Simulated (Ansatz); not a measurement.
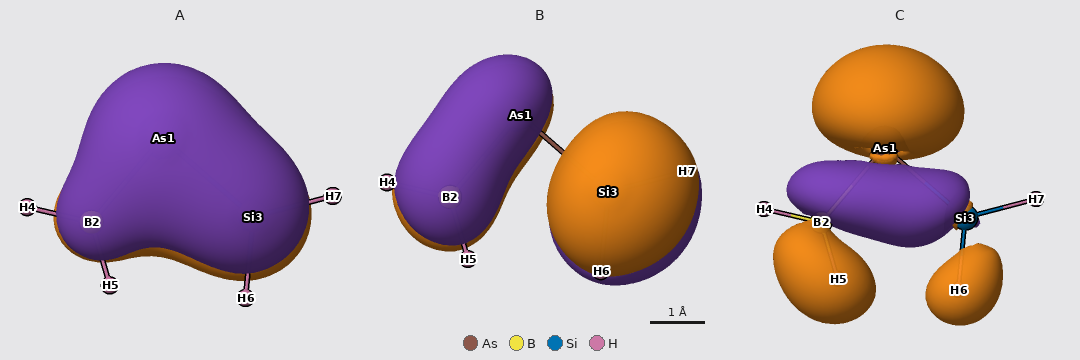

*AsBH4Si (SMILES B[As]=[SiH2]). Three frontier orbitals at ±0.08 Å⁻³ᐟ² (orange and purple are the two phases), in no order.*

Geometry: PBE0-D3(BJ)/pcseg-1.

Theory: Ansatz 0.2.0, isolated molecule in a Gaussian basis; Kohn-Sham density functional theory, functional PBE0.

The calculation's input:

```
crystal:
  periodic: [false, false, false]
  atoms:
    - {symbol: As, position_ang: [0.161051, 2.238038, 1.198497]}
    - {symbol: B, position_ang: [-1.675720, 2.226002, 0.392906]}
    - {symbol: Si, position_ang: [0.431518, 0.173329, 0.520457]}
    - {symbol: H, position_ang: [-2.334188, 3.222008, 0.522363]}
    - {symbol: H, position_ang: [-2.139371, 1.290130, -0.199778]}
    - {symbol: H, position_ang: [-0.570132, -0.628247, -0.239047]}
    - {symbol: H, position_ang: [1.658120, -0.642082, 0.769885]}
basis:
  gaussian: {orbitals: def2-TZVPD}
hamiltonian: {xc: {name: PBE0}}
output: {forces: true, orbitals: {seedname: orbitals}}
```

Command:

```sh
ansatz run input.yaml --threads 1 --pin off --max-ram 2610MiB --events-out events.jsonl --progress --plain --runs-dir runs
```

Order the three orbitals by energy and name them.

Answer. C is the HOMO−1 (−7.59 eV). Its weight (Hirshfeld) is mainly on As1 (about 65 %), B2 (about 15 %), Si3 (about 10 %) and H5 (about 5 %); it is symmetric in the molecular plane (an in-plane orbital: σ, lone-pair or in-plane π type). A is the HOMO (−7.07 eV). Its weight (Hirshfeld) is mainly on As1 (about 55 %), Si3 (about 30 %) and B2 (about 10 %); it changes sign across the molecular plane (π type); π-bonding across As1–Si3. B is the LUMO (−2.86 eV). Its weight (Hirshfeld) is mainly on Si3 (about 55 %), As1 (about 20 %) and B2 (about 15 %); it changes sign across the molecular plane (π type); π-bonding across As1–B2; π-antibonding (a node) across As1–Si3.

What is the HOMO–LUMO gap?

Answer. 4.21 eV between the orbital energies.
